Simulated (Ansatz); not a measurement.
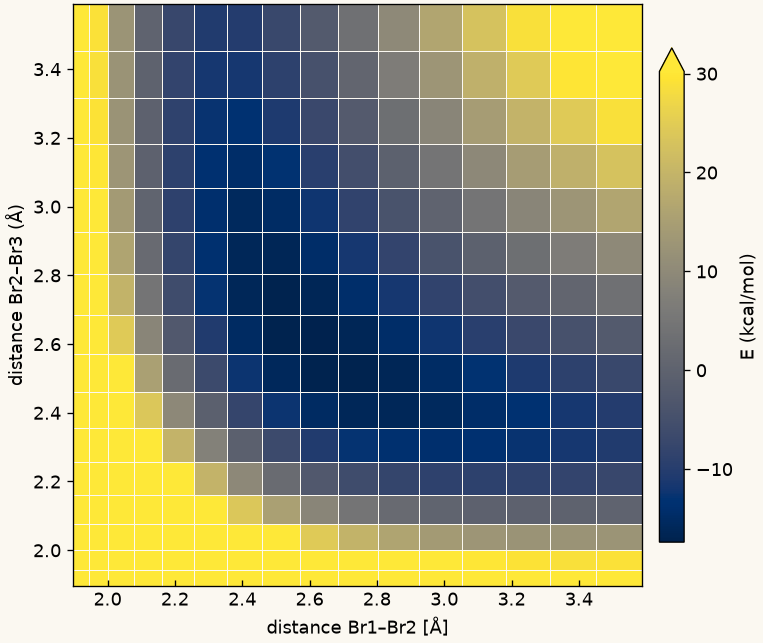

Energy landscape of the system Br⁻ + Br₂. First axis: distance Br1–Br2. Second axis: distance Br2–Br3. Nothing is relaxed (the angle Br1–Br2–Br3 is fixed at 180 degrees). Grid: 16 × 16 points; 136 points were computed and 120 follow by symmetry. Points are written as (first, second). All energies are given in kcal/mol relative to Br with charge -1 far from the relaxed BrBr (each part in its own basis). The reference is spin-restricted, so regions where a bond is pulled apart into radicals lie too high. The calculation used RHF/def2-SVPD (Ansatz 0.2.0).

The picture shows one coloured cell a grid point, one colour for all values above the top of the scale. 

**What does the map say about the system?**

The lowest grid point is at (2.627 Å, 2.627 Å), −17 kcal/mol from Br with charge -1 far from the relaxed BrBr (each part in its own basis). No other kind of well shows on this grid. The highest grid point, (1.920 Å, 1.920 Å), lies 232 kcal/mol above the lowest. Round the minimum the valley is strongly tilted: raising distance Br1–Br2 shifts the best value of distance Br2–Br3 downwards (coupling k₁₂/√(k₁₁k₂₂) about 0.8).

The values on the grid:

```
distance Br2–Br3 ↓, distance Br1–Br2 →  1.920  2.037  2.207  2.406  2.627  2.864  3.117  3.383
                                 3.383     44     12     −8    −12     −5      7     19     30
                                 3.117     45     13     −9    −15    −10      0     10     19
                                 2.864     50     16     −8    −16    −15     −8      0      7
                                 2.627     61     25     −3    −15    −17    −15    −10     −5
                                 2.406     81     42     10     −8    −15    −16    −15    −12
                                 2.207    114     71     33     10     −3     −8     −9     −8
                                 2.037    163    115     71     42     25     16     13     12
                                 1.920    214    163    114     81     61     50     45     44
```

The table holds every second grid line.

Each point was launched as `ansatz run input.yaml --threads 1 --pin off --max-ram 2560MiB --backend cpu --events-out ev --progress --plain --runs-dir out`. The whole map (136 points run) took 14 min on 1 thread of Arm Neoverse V1, on a shared host.
